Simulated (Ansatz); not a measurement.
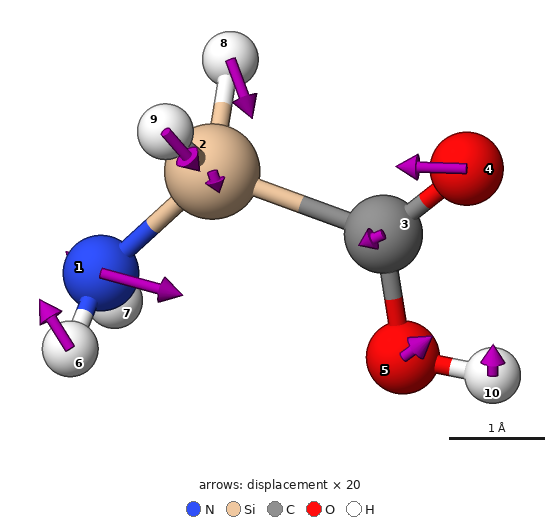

This is a relaxation of CH$_{5}$NO$_{2}$Si. The starting structure is drawn; purple arrows show the displacements, magnified 20 times. The two geometries are superimposed by the best rigid fit.

The picture is a ball-and-stick view, seen at a tilt.

The start comes from PBE-D4/def2-SVP.

All numbers below come from RKS PBE0-D4/def2-TZVP in Ansatz 0.2.0. Set-up: force threshold 0.005 eV/Å; at most 150 steps.

What happened in the run?

The energy falls by 0.057 eV in 7 geometry steps. Largest force component: 1.1 eV/Å at the start, 0.0022 eV/Å at the end. The atom that moves furthest after the best rigid fit is N1 (0.046 Å). Largest moves by element: N 0.046 Å, O 0.039 Å, H 0.038 Å, C 0.016 Å, Si 0.013 Å. Among the contacts that change: N1–Si2 1.740 → 1.708 Å, Si2–H8 1.501 → 1.481 Å, Si2–C3 1.946 → 1.927 Å, O5–H10 0.988 → 0.972 Å. Among the angles between lasting bonds that change: Si2–N1–H6 118.0° → 120.3°.
